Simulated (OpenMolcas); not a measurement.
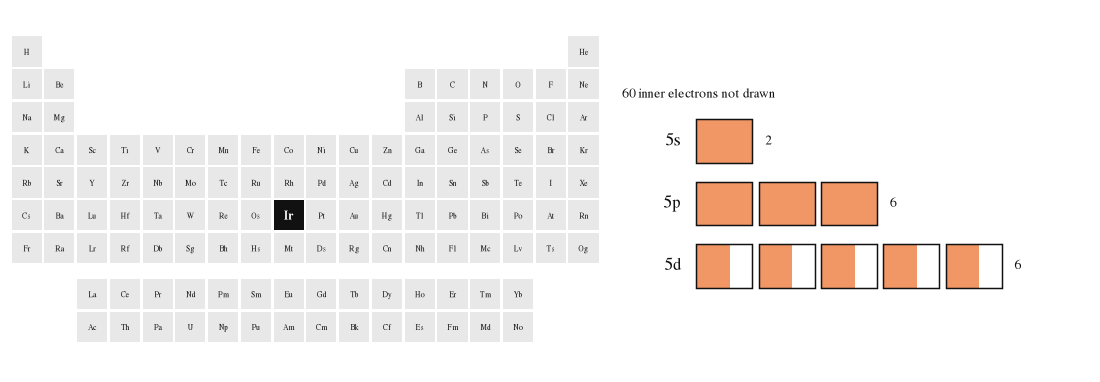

**Figure 1.** Left, the place of iridium in the periodic table; right, the outer shells of the leading configuration of the lowest level: a box for each of the 2l + 1 orbitals, shaded by the share of the shell that is filled, with the electron count at the right.

## Multiconfigurational calculation: Ir³⁺ complex (part 1 of 2)

- system: Ir³⁺ with 4 ligands (Cl; tetrahedron, 2.15 Å), neutralised by 4 outer point charges of +0.25 e, whose field is part of the energies.
- method: state-averaged CASSCF, active space 6 electrons in the shell 5d, basis ANO-RCC-VDZP on the metal and ANO-RCC-VDZP on the ligands, DKH2 scalar Hamiltonian, spin-orbit coupling by RASSI with atomic mean-field integrals (OpenMolcas)

Results in brief:

```tsv
quantity	value
outcome	converged
energy of the lowest spin-free term	−19654.62890 hartree
energy of the lowest spin-orbit level	−19654.65282 hartree
largest spread among components of a term	0.0 cm⁻¹
hardware	1 thread of Arm Neoverse V1, 24 GiB of memory available, shared host
wall time	1.7 min
peak memory	0.61 GiB
```

Remarks:

Without dynamic correlation the splittings between terms come out too large, often by 20 to 50 %. Limits: covalent bonds, ligand orbitals missing from the active space; distances are set from ionic radii, not optimised.

The input:
```
&GATEWAY
Coord
5

Ir 0.0 0.0 0.0
Cl 1.241303 1.241303 1.241303
Cl 1.241303 -1.241303 -1.241303
Cl -1.241303 1.241303 -1.241303
Cl -1.241303 -1.241303 1.241303
Basis=Ir.ANO-RCC-VDZP,Cl.ANO-RCC-VDZP
Group=NoSym
NoMove
AngMom=0.0 0.0 0.0
AMFI
RICD
XField
4 Angstrom 0
3.088824 3.088824 3.088824 0.250000
3.088824 -3.088824 -3.088824 0.250000
-3.088824 3.088824 -3.088824 0.250000
-3.088824 -3.088824 3.088824 0.250000
&SEWARD
&RASSCF
FileOrb=start.orb
Symmetry=1
Spin=5
nActEl=6 0 0
Inactive=70
Ras2=5
CIRoot=5 5 1
SDav=5
CIMx=300
Iter=150 100
PrWF=0.3
OrbListing=Nothing
MaxOrb=0
LevShft=1.0
>>> COPY $Project.JobIph JOB001
&RASSCF
FileOrb=start.orb
Symmetry=1
Spin=3
nActEl=6 0 0
Inactive=70
Ras2=5
CIRoot=45 45 1
SDav=45
CIMx=300
Iter=150 100
PrWF=0.3
OrbListing=Nothing
MaxOrb=0
LevShft=1.0
>>> COPY $Project.JobIph JOB002
&RASSCF
FileOrb=start.orb
Symmetry=1
Spin=1
nActEl=6 0 0
Inactive=70
Ras2=5
CIRoot=50 50 1
SDav=50
CIMx=300
Iter=150 100
PrWF=0.3
OrbListing=Nothing
MaxOrb=0
LevShft=1.0
>>> COPY $Project.JobIph JOB003
&RASSI
NrOfJobIphs=3 5 45 50
1 2 3 4 5
1 2 3 4 5 6 7 8 9 10 11 12 13 14 15 16 17 18 19 20 21 22 23 24 25 26 27
28 29 30 31 32 33 34 35 36 37 38 39 40 41 42 43 44 45
1 2 3 4 5 6 7 8 9 10 11 12 13 14 15 16 17 18 19 20 21 22 23 24 25 26 27
28 29 30 31 32 33 34 35 36 37 38 39 40 41 42 43 44 45 46 47 48 49 50
IphNames
JOB001
JOB002
JOB003
EJob
SpinOrbit
DIPRint=1.0
SOCoupling=1000.0
Subsets=2
Property=9
'ANGMOM' 1 'ANGMOM' 2 'ANGMOM' 3 'MLTPL  1' 1 'MLTPL  1' 2 'MLTPL  1' 3
'AMFI' 1 'AMFI' 2 'AMFI' 3
SOProperty=3
'ANGMOM' 1 'ANGMOM' 2 'ANGMOM' 3
```

The file start.orb holds starting orbitals from an earlier step. A driver script formed the levels outside the program, from RASSI's spin-orbit matrix and the active-space energies, averaged over the components of each term or state.

Run as:
```bash
OMP_NUM_THREADS=1 MOLCAS_MEM=2457 MOLCAS_PROJECT=a pymolcas a.inp > a.log  # once for each step of the input, in one work folder
```

Output (extracts):
```
--- SEWARD ---
Basis set label: IR.ANO-RCC...7S6P4D2F.

      Electronic valence basis set:
      ------------------
      Associated Effective Charge  77.000000 au
      Associated Actual Charge     77.000000 au
      Nuclear Model: Point charge

      Shell  nPrim  nBasis  Cartesian Spherical Contaminant
         s      24       7        X
         p      21       6        X
         d      15       4                 X
         f      11       2                 X
                  Relativistic Douglas-Kroll-Hess integrals:
                    - DKH order of Hamiltonian: 2
                    - DKH order of Properties : 0
                  Atomic mean-field integrals
--- RASSCF ---
Wave function specifications:
      -----------------------------

      Number of closed shell electrons         140
      Number of electrons in active shells       6
      Max number of holes in RAS1 space          0
      Max nr of electrons in RAS3 space          0
      Number of inactive orbitals               70
      Number of active orbitals                  5
      Number of secondary orbitals              56
      Spin quantum number                      2.0
      State symmetry                             1
Orbital specifications:
      -----------------------

      Symmetry species                           1
                                                 a
      Frozen orbitals                            0
      Inactive orbitals                         70
      Active orbitals                            5
      RAS1 orbitals                              0
      RAS2 orbitals                              5
      RAS3 orbitals                              0
      Secondary orbitals                        56
      Deleted orbitals                           0
      Number of basis functions                131
      Number of CSFs                             5
      Number of root(s) required                 5
      Iter CI   SX   CI       RASSCF       Energy    max ROT     max BLB   max BLB  Level Ln srch  Step   QN
          iter iter root      energy       change     param      element    value   shift minimum  type update
 Nr of preliminary CI iterations:   1
      Total energies have been shifted. Add               -19000.00 au
        1   1   10    0  -653.87691992    0.00E+00  -5.83E-02   72  88 1  2.09E-01*  1.22   0.00    SX    NO
        2   1   10    0  -654.36818299   -4.91E-01* -4.94E-02   61  84 1  5.13E-02*  0.97   0.00    SX    NO
        3   1   10    0  -654.51774332   -1.50E-01*  3.14E-02   71  86 1  3.60E-02*  0.84   0.00    SX    NO
        4   1   10    0  -654.56348806   -4.57E-02*  1.90E-02   71  86 1  2.55E-02*  0.79   0.00    SX    NO
        5   1   10    0  -654.58164657   -1.82E-02*  2.21E-02   72  84 1  1.76E-02*  0.78   2.50    LS   YES
        6   1   10    0  -654.59339573   -1.17E-02*  1.31E-02   74  90 1 -1.21E-02*  0.76   1.68    LS   YES
        7   1   10    0  -654.59566292   -2.27E-03* -6.13E-03   32  93 1 -1.13E-02*  0.75   1.15    QN   YES
        8   1    9    0  -654.59738517   -1.72E-03* -4.29E-03   33  94 1 -4.62E-03*  0.75   1.73    LS   YES
        9   1    9    0  -654.59775708   -3.72E-04* -1.34E-03   64 123 1 -4.10E-03*  0.75   1.04    QN   YES
       10   1    9    0  -654.59801003   -2.53E-04*  8.49E-04   32  93 1  2.73E-03*  0.75   1.49    QN   YES
       11   1    8    0  -654.59807406   -6.40E-05*  3.17E-04   29  81 1  1.08E-03*  0.75   1.06    QN   YES
       12   1    7    0  -654.59807961   -5.55E-06*  2.18E-04   34  86 1 -3.01E-04*  0.75   1.31    QN   YES
       13   1    7    0  -654.59808120   -1.59E-06*  1.22E-04   21  89 1  1.48E-04*  0.75   1.40    QN   YES
       14   1    7    0  -654.59808158   -3.78E-07*  6.67E-05   34  86 1  9.59E-05   0.75   1.55    LS   YES
       15   1    7    0  -654.59808162   -3.88E-08* -2.21E-05   34  86 1  1.08E-04*  0.75   0.82    QN   YES
       16   1    6    0  -654.59808170   -8.37E-08* -1.97E-05   34  86 1  3.25E-05   0.75   1.89    LS   YES
       17   1    6    0  -654.59808173   -2.52E-08*  2.47E-05   33  85 1 -3.43E-05   0.75   1.04    QN   YES
       18   1    5    0  -654.59808174   -1.03E-08* -1.82E-05   33  85 1 -1.89E-05   0.75   1.69    QN   YES
       19   1    5    0  -654.59808174   -3.37E-09   3.46E-06   74  85 1  2.55E-06   0.75   1.15    QN   YES
      Convergence after 19 iterations
       20   1    5    0  -654.59808174   -3.75E-10   3.46E-06   33  85 1  2.13E-06   0.75   1.15    QN   YES
      Natural orbitals and occupation numbers for root  1
      sym 1:   1.000000   1.000000   2.000000   1.000000   1.000000
      Natural orbitals and occupation numbers for root  2
      sym 1:   1.000000   1.000000   1.000000   1.000000   2.000000
      Natural orbitals and occupation numbers for root  3
      sym 1:   2.000000   1.000000   1.000000   1.000000   1.000000
::    RASSCF root number  1 Total energy: -19654.62890162
::    RASSCF root number  2 Total energy: -19654.62890162
::    RASSCF root number  3 Total energy: -19654.57753516
::    RASSCF root number  4 Total energy: -19654.57753516
::    RASSCF root number  5 Total energy: -19654.57753516
--- RASSCF ---
Wave function specifications:
      -----------------------------

      Number of closed shell electrons         140
      Number of electrons in active shells       6
      Max number of holes in RAS1 space          0
      Max nr of electrons in RAS3 space          0
      Number of inactive orbitals               70
      Number of active orbitals                  5
      Number of secondary orbitals              56
      Spin quantum number                      1.0
      State symmetry                             1
Orbital specifications:
      -----------------------

      Symmetry species                           1
                                                 a
      Frozen orbitals                            0
      Inactive orbitals                         70
      Active orbitals                            5
      RAS1 orbitals                              0
      RAS2 orbitals                              5
      RAS3 orbitals                              0
      Secondary orbitals                        56
      Deleted orbitals                           0
      Number of basis functions                131
      Number of CSFs                            45
      Number of root(s) required                45
      Iter CI   SX   CI       RASSCF       Energy    max ROT     max BLB   max BLB  Level Ln srch  Step   QN
          iter iter root      energy       change     param      element    value   shift minimum  type update
 Nr of preliminary CI iterations:   1
      Total energies have been shifted. Add               -19000.00 au
        1   1    9    0  -654.51919226    0.00E+00   1.24E-02   63  75 1  1.09E-02*  0.81   0.00    SX    NO
        2   1    9    0  -654.52053831   -1.35E-03*  8.78E-03   63  75 1  7.67E-03*  0.80   0.00    SX    NO
        3   1    9    0  -654.52121280   -6.74E-04*  6.63E-03   63  75 1  5.80E-03*  0.80   0.00    SX    NO
        4   1    9    0  -654.52156889   -3.56E-04*  4.97E-03   63  75 1  4.35E-03*  0.80   0.00    SX    NO
        5   1    9    0  -654.52176060   -1.92E-04*  7.24E-03   63  75 1  3.30E-03*  0.80   2.50    LS   YES
        6   1    8    0  -654.52193563   -1.75E-04*  6.53E-03   63  75 1  1.77E-03*  0.80   1.93    LS   YES
        7   1    7    0  -654.52198795   -5.23E-05* -6.50E-04   75  91 1  6.14E-04*  0.80   1.03    QN   YES
        8   1    7    0  -654.52199128   -3.33E-06* -9.72E-04   59  83 1 -3.77E-04*  0.80   2.50    LS   YES
        9   1    7    0  -654.52199334   -2.06E-06*  2.35E-04   45  79 1 -1.89E-04*  0.80   1.09    QN   YES
       10   1    7    0  -654.52199375   -4.02E-07* -1.83E-04   63  75 1  9.40E-05   0.80   1.47    QN   YES
       11   1    6    0  -654.52199392   -1.69E-07* -1.65E-04   75  91 1 -5.32E-05   0.80   1.36    QN   YES
       12   1    6    0  -654.52199397   -5.08E-08*  6.26E-05   45  79 1  2.12E-05   0.80   1.30    QN   YES
       13   1    5    0  -654.52199398   -9.98E-09   1.12E-05   59  83 1  9.47E-06   0.80   1.24    QN   YES
      Convergence after 13 iterations
       14   1    5    0  -654.52199398   -1.62E-09   1.12E-05   59  83 1  4.43E-06   0.80   1.24    QN   YES
      Natural orbitals and occupation numbers for root  1
      sym 1:   1.008778   0.045469   0.992477   1.988509   1.964767
      Natural orbitals and occupation numbers for root  2
      sym 1:   0.042545   0.997517   1.971293   1.003990   1.984654
      Natural orbitals and occupation numbers for root  3
      sym 1:   1.005746   0.041996   1.971598   0.995836   1.984824
::    RASSCF root number  1 Total energy: -19654.62293154
::    RASSCF root number  2 Total energy: -19654.62293154
::    RASSCF root number  3 Total energy: -19654.62293154
::    RASSCF root number  4 Total energy: -19654.57965229
::    RASSCF root number  5 Total energy: -19654.57965229
::    RASSCF root number  6 Total energy: -19654.57965229
::    RASSCF root number  7 Total energy: -19654.57614142
::    RASSCF root number  8 Total energy: -19654.57614142
::    RASSCF root number  9 Total energy: -19654.57614142
::    RASSCF root number 10 Total energy: -19654.57507703
::    RASSCF root number 11 Total energy: -19654.57507703
::    RASSCF root number 12 Total energy: -19654.56311298
::    RASSCF root number 13 Total energy: -19654.56041296
::    RASSCF root number 14 Total energy: -19654.55126514
::    RASSCF root number 15 Total energy: -19654.55126514
::    RASSCF root number 16 Total energy: -19654.54117690
::    RASSCF root number 17 Total energy: -19654.54117690
::    RASSCF root number 18 Total energy: -19654.54117690
::    RASSCF root number 19 Total energy: -19654.53801456
::    RASSCF root number 20 Total energy: -19654.53801456
::    RASSCF root number 21 Total energy: -19654.53801456
::    RASSCF root number 22 Total energy: -19654.51898935
::    RASSCF root number 23 Total energy: -19654.51898935
::    RASSCF root number 24 Total energy: -19654.51898935
::    RASSCF root number 25 Total energy: -19654.51817471
::    RASSCF root number 26 Total energy: -19654.51817471
::    RASSCF root number 27 Total energy: -19654.51780178
::    RASSCF root number 28 Total energy: -19654.51780178
::    RASSCF root number 29 Total energy: -19654.51780178
::    RASSCF root number 30 Total energy: -19654.50226634
--- RASSCF ---
Wave function specifications:
      -----------------------------

      Number of closed shell electrons         140
      Number of electrons in active shells       6
      Max number of holes in RAS1 space          0
      Max nr of electrons in RAS3 space          0
      Number of inactive orbitals               70
      Number of active orbitals                  5
      Number of secondary orbitals              56
      Spin quantum number                      0.0
      State symmetry                             1
Orbital specifications:
      -----------------------

      Symmetry species                           1
                                                 a
      Frozen orbitals                            0
      Inactive orbitals                         70
      Active orbitals                            5
      RAS1 orbitals                              0
      RAS2 orbitals                              5
      RAS3 orbitals                              0
      Secondary orbitals                        56
      Deleted orbitals                           0
      Number of basis functions                131
      Number of CSFs                            50
      Number of root(s) required                50
      Iter CI   SX   CI       RASSCF       Energy    max ROT     max BLB   max BLB  Level Ln srch  Step   QN
          iter iter root      energy       change     param      element    value   shift minimum  type update
 Nr of preliminary CI iterations:   1
      Total energies have been shifted. Add               -19000.00 au
        1   1    9    0  -654.48529951    0.00E+00  -4.82E-03   64  73 1 -4.23E-03*  0.79   0.00    SX    NO
        2   1    9    0  -654.48560604   -3.07E-04* -3.32E-03   64  73 1 -2.91E-03*  0.79   0.00    SX    NO
        3   1    8    0  -654.48575692   -1.51E-04* -2.54E-03   64  73 1 -2.23E-03*  0.78   0.00    SX    NO
        4   1    8    0  -654.48583554   -7.86E-05* -1.90E-03   64  73 1 -1.66E-03*  0.78   0.00    SX    NO
        5   1    8    0  -654.48587732   -4.18E-05* -2.80E-03   64  73 1 -1.27E-03*  0.78   2.50    LS   YES
        6   1    8    0  -654.48591548   -3.82E-05* -2.36E-03   64  73 1 -6.81E-04*  0.78   1.85    LS   YES
        7   1    7    0  -654.48592567   -1.02E-05*  2.82E-04   75  91 1  3.14E-04*  0.78   1.01    QN   YES
        8   1    7    0  -654.48592660   -9.23E-07*  3.62E-04   62  83 1 -1.92E-04*  0.78   2.29    LS   YES
        9   1    7    0  -654.48592694   -3.44E-07*  2.01E-04   48  77 1 -3.60E-04*  0.78   0.87    QN   YES
       10   1    6    0  -654.48592733   -3.91E-07*  6.65E-05   62  92 1 -5.68E-05   0.78   1.03    QN   YES
       11   1    6    0  -654.48592737   -3.64E-08*  9.97E-05   62  92 1 -3.44E-05   0.78   2.50    LS   YES
       12   1    6    0  -654.48592739   -2.17E-08* -2.92E-05   48  77 1  2.50E-05   0.78   0.91    QN   YES
       13   1    5    0  -654.48592740   -6.00E-09  -1.32E-05   62  83 1  6.70E-06   0.78   1.39    QN   YES
      Convergence after 13 iterations
       14   1    5    0  -654.48592740   -1.25E-09  -1.32E-05   62  83 1  2.98E-06   0.78   1.39    QN   YES
      Natural orbitals and occupation numbers for root  1
      sym 1:   0.322133   1.306288   1.947080   1.970937   0.453561
      Natural orbitals and occupation numbers for root  2
      sym 1:   0.081700   0.934427   1.970937   1.947080   1.065855
      Natural orbitals and occupation numbers for root  3
      sym 1:   0.256407   1.951829   0.499927   1.323359   1.968478
::    RASSCF root number  1 Total energy: -19654.60163073
::    RASSCF root number  2 Total energy: -19654.60163073
::    RASSCF root number  3 Total energy: -19654.59357370
::    RASSCF root number  4 Total energy: -19654.59357370
::    RASSCF root number  5 Total energy: -19654.59357370
::    RASSCF root number  6 Total energy: -19654.57208170
::    RASSCF root number  7 Total energy: -19654.55502695
::    RASSCF root number  8 Total energy: -19654.55502695
::    RASSCF root number  9 Total energy: -19654.55502695
::    RASSCF root number 10 Total energy: -19654.54767478
::    RASSCF root number 11 Total energy: -19654.54543415
::    RASSCF root number 12 Total energy: -19654.54543415
::    RASSCF root number 13 Total energy: -19654.54543415
::    RASSCF root number 14 Total energy: -19654.53227943
::    RASSCF root number 15 Total energy: -19654.53227943
::    RASSCF root number 16 Total energy: -19654.50973727
::    RASSCF root number 17 Total energy: -19654.50973727
::    RASSCF root number 18 Total energy: -19654.50973727
::    RASSCF root number 19 Total energy: -19654.50275866
::    RASSCF root number 20 Total energy: -19654.50275866
::    RASSCF root number 21 Total energy: -19654.50275866
::    RASSCF root number 22 Total energy: -19654.50206194
::    RASSCF root number 23 Total energy: -19654.49844580
::    RASSCF root number 24 Total energy: -19654.49844580
::    RASSCF root number 25 Total energy: -19654.49778741
::    RASSCF root number 26 Total energy: -19654.49778741
::    RASSCF root number 27 Total energy: -19654.49778741
::    RASSCF root number 28 Total energy: -19654.49511713
::    RASSCF root number 29 Total energy: -19654.47769422
::    RASSCF root number 30 Total energy: -19654.46478378
```

(Continued in part 2.)
